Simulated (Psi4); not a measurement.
**PH3 (phosphine) at 3 levels**

We compute a comparison of 3 runs (HF/aug-cc-pVTZ, MP2/aug-cc-pVTZ, CCSD/aug-cc-pVTZ) of PH3 (phosphine). 

The calculation is run with Psi4 1.11.

## 1. The molecule

PH3 has 4 atoms, charge 0, and is taken as a singlet. SMILES: `P`. The P1–H4 distance was set to 2.130 Å, away from the relaxed value. At this shape a bond of the SMILES string is far longer than usual.

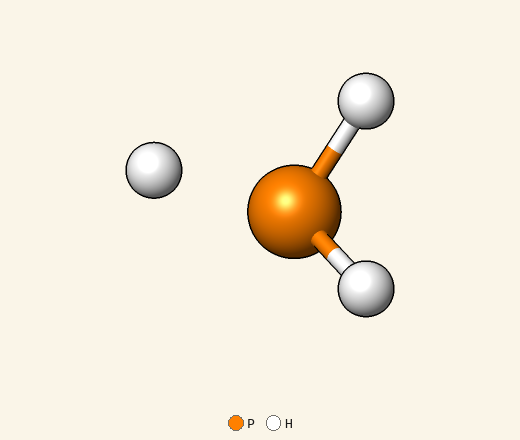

Viewed from a chosen angle; phosphorus orange, hydrogen white.

## 2. Energy and gradient at HF/aug-cc-pVTZ (run 1)

Input file job.py:

```python
import psi4

psi4.set_memory(1600000000)
psi4.set_num_threads(1)
psi4.set_output_file('run.log', False)

m = psi4.geometry("""
0 1
P      0.504648    -1.001493    -0.180752
H      0.789548    -0.708993     1.179048
H     -0.846852    -1.337993     0.094848
H      0.028700     1.023500    -0.636900
units angstrom
symmetry c1
""")

psi4.set_options(dict(basis='aug-cc-pVTZ', reference='rhf', puream=True, e_convergence=1e-09, d_convergence=1e-08, scf_type='pk'))

e_tot, wfn = psi4.gradient('scf', return_wfn=True)
psi4.oeprop(wfn, 'MULLIKEN_CHARGES', 'DIPOLE', 'WIBERG_LOWDIN_INDICES')
print('gradient / Eh bohr^-1')
print(e_tot.np.round(6))
print(f'energy = {wfn.energy():.10f} Eh')
```

Started as:

```sh
$ python job.py
```

run.log:

```text
[...]
  Running in c1 symmetry.
[...]
  Nuclear repulsion =   15.569137306333705
[...]
  Multiplicity = 1
[...]
  Nalpha       = 9
  Nbeta        = 9
[...]
    Number of basis functions: 119
[...]
   @RHF iter   1:  -342.35385127999132   -5.04027e-01   1.73418e-03 ADIIS/DIIS
[...]
   @RHF iter  10:  -342.40268299860918   -4.94538e-11   7.60733e-09 DIIS
[...]
  @RHF Final Energy:  -342.40268299860918
   => Energetics <=
    Nuclear Repulsion Energy =             15.5691373063337046
    One-Electron Energy =                -503.9733776290019591
    Two-Electron Energy =                 146.0015573240590925
    Total Energy =                       -342.4026829986091798
[...]
  -Total Gradient:
     Atom            X                  Y                   Z
    ------   -----------------  -----------------  -----------------
       1        0.021093447567    -0.069488722590     0.008452522193
       2       -0.000195304210    -0.000352387776     0.005763941959
       3       -0.004584342181    -0.002045863800     0.002850694281
       4       -0.016313801176     0.071886974166    -0.017067158433
[...]
 Multipole Moments:
 ------------------------------------------------------------------------------------
     Multipole            Electronic (a.u.)      Nuclear  (a.u.)        Total (a.u.)
 ------------------------------------------------------------------------------------
 L = 1.  Multiply by 2.5417464519 to convert [e a0] to [Debye]
 Dipole X            :          1.2857241           -1.3595593           -0.0738352
 Dipole Y            :         -2.0783575            1.7459926           -0.3323648
 Dipole Z            :         -0.7351568            1.0393602            0.3042034
 Magnitude           :                                                    0.4565717
[...]
```

Standard output:

```text
gradient / Eh bohr^-1
[[ 0.021093 -0.069489  0.008453]
 [-0.000195 -0.000352  0.005764]
 [-0.004584 -0.002046  0.002851]
 [-0.016314  0.071887 -0.017067]]
energy = -342.4026829986 Eh
```

It took 16 s on 1 thread of AMD EPYC 7B13 (Zen 3), shared host; peak memory 0.76 GiB.

## 3. A single-point energy at MP2/aug-cc-pVTZ (run 2)

Input file h3p.xyz:

```xyz
4
H3P
P      0.504648    -1.001493    -0.180752
H      0.789548    -0.708993     1.179048
H     -0.846852    -1.337993     0.094848
H      0.028700     1.023500    -0.636900
```

Input file h3p.py:

```python
import psi4

psi4.set_memory('1600 MB')
psi4.set_num_threads(1)
psi4.core.set_output_file('h3p.out', False)

with open('h3p.xyz') as f:
    atoms = ''.join(f.readlines()[2:])
molecule = psi4.geometry('0 1\n' + atoms + 'symmetry c1\nno_reorient\nno_com')

options = {'basis': 'aug-cc-pVTZ', 'puream': True, 'e_convergence': 1e-09, 'd_convergence': 1e-08, 'scf_type': 'pk', 'num_frozen_docc': 5, 'mp2_type': 'conv'}
psi4.set_options(options)

result, w = psi4.energy("mp2", molecule=molecule, return_wfn=True)
print('E =', round(result, 9))
```

Started as:

```sh
$ python h3p.py
```

h3p.out:

```text
[...]
  Running in c1 symmetry.
[...]
  Nuclear repulsion =   15.569137306333706
[...]
  Multiplicity = 1
[...]
  Nalpha       = 9
  Nbeta        = 9
[...]
    Number of basis functions: 119
[...]
   @RHF iter   1:  -342.35385127999166   -5.04027e-01   1.73418e-03 DIIS/ADIIS
[...]
   @RHF iter  10:  -342.40268299860952   -4.83169e-11   7.60733e-09 DIIS
[...]
  @RHF Final Energy:  -342.40268299860952
   => Energetics <=
    Nuclear Repulsion Energy =             15.5691373063337064
    One-Electron Energy =                -503.9733776289995717
    Two-Electron Energy =                 146.0015573240563640
    Total Energy =                       -342.4026829986095208
[...]
 Multipole Moments:
 ------------------------------------------------------------------------------------
     Multipole            Electronic (a.u.)      Nuclear  (a.u.)        Total (a.u.)
 ------------------------------------------------------------------------------------
 L = 1.  Multiply by 2.5417464519 to convert [e a0] to [Debye]
 Dipole X            :        -14.3244791           14.2506439           -0.0738352
 Dipole Y            :         29.9899557          -30.3223205           -0.3323648
 Dipole Z            :          4.2240320           -3.9198287            0.3042034
 Magnitude           :                                                    0.4565717
[...]
	SCS-MP2 Total Energy (a.u.)        :  -342.59392034166473
	SOS-MP2 Total Energy (a.u.)        :  -342.58473573712757
	SCSN-MP2 Total Energy (a.u.)       :  -342.45117771056584
[...]
	SOS-PI-MP2 Total Energy (a.u.)     :  -342.61507786021394
[...]
	MP2 Total Energy (a.u.)            :  -342.58194742765284
[...]
```

On the terminal:

```text
E = -342.581947428
```

Wall time 12 s (1 thread of AMD EPYC 7B13 (Zen 3), shared host); peak memory 0.96 GiB.

## 4. A single-point energy at CCSD/aug-cc-pVTZ (run 3)

Input file job.dat:

```
memory 1600 mb

molecule {
  0 1
  P      0.504648    -1.001493    -0.180752
  H      0.789548    -0.708993     1.179048
  H     -0.846852    -1.337993     0.094848
  H      0.028700     1.023500    -0.636900
  units angstrom
  symmetry c1
  no_reorient
  no_com
}

set puream true
set e_convergence 1e-09
set d_convergence 1e-08
set scf_type pk
set num_frozen_docc 5

energy('ccsd/aug-cc-pVTZ')
```

Started as:

```sh
$ psi4 -i job.dat -o job.out -n 1
```

job.out:

```text
[...]
  Running in c1 symmetry.
[...]
  Nuclear repulsion =   15.569137306333706
[...]
  Multiplicity = 1
[...]
  Nalpha       = 9
  Nbeta        = 9
[...]
    Number of basis functions: 119
[...]
   @RHF iter   1:  -342.35385127999166   -5.04027e-01   1.73418e-03 DIIS/ADIIS
[...]
   @RHF iter  10:  -342.40268299860952   -4.83169e-11   7.60733e-09 DIIS
[...]
    Orbital Energies [Eh]
    ---------------------
    Doubly Occupied:
       1A    -79.993689     2A     -7.530167     3A     -5.422661
       4A     -5.422514     5A     -5.421750     6A     -0.838574
       7A     -0.536046     8A     -0.443746     9A     -0.375984
[...]
  @RHF Final Energy:  -342.40268299860952
   => Energetics <=
    Nuclear Repulsion Energy =             15.5691373063337064
    One-Electron Energy =                -503.9733776289995717
    Two-Electron Energy =                 146.0015573240563640
    Total Energy =                       -342.4026829986095208
[...]
 Multipole Moments:
 ------------------------------------------------------------------------------------
     Multipole            Electronic (a.u.)      Nuclear  (a.u.)        Total (a.u.)
 ------------------------------------------------------------------------------------
 L = 1.  Multiply by 2.5417464519 to convert [e a0] to [Debye]
 Dipole X            :        -14.3244791           14.2506439           -0.0738352
 Dipole Y            :         29.9899557          -30.3223205           -0.3323648
 Dipole Z            :          4.2240320           -3.9198287            0.3042034
 Magnitude           :                                                    0.4565717
[...]
      * MP2 total energy                      = -342.581947427654370
[...]
      * CCSD total energy                     = -342.616631727163679
[...]
```

Wall time 53 s (1 thread of AMD EPYC 7B13 (Zen 3), shared host); peak memory 1.6 GiB.

## 5. The series

```csv
run,level,task,frozen core orbitals,energy (Eh),HOMO energy (eV),LUMO energy (eV),HOMO–LUMO gap (eV),wall time
1,HF/aug-cc-pVTZ,gradient,0,-342.402683,-10.23,0.43,10.66,16 s
2,MP2/aug-cc-pVTZ,energy,5,-342.581947,-10.23,0.43,10.66,12 s
3,CCSD/aug-cc-pVTZ,energy,5,-342.616632,-10.23,0.43,10.66,53 s
```

## 6. Results

```
                                          quantity          value
                               run 3: total energy  -342.61663 Eh
        run 3: HOMO energy (Hartree–Fock orbitals)      -10.23 eV
        run 3: LUMO energy (Hartree–Fock orbitals)        0.43 eV
      run 3: HOMO–LUMO gap (Hartree–Fock orbitals)       10.66 eV
run 3: correlation energy (5 core orbitals frozen)     -213.9 mEh
                              run 3: T1 diagnostic          0.023
```

What this shows: Below the HF energy at the same shape and in the same basis (aug-cc-pVTZ): MP2 -179.3 mEh; CCSD -213.9 mEh. All runs together took 81 s, the longest 53 s.
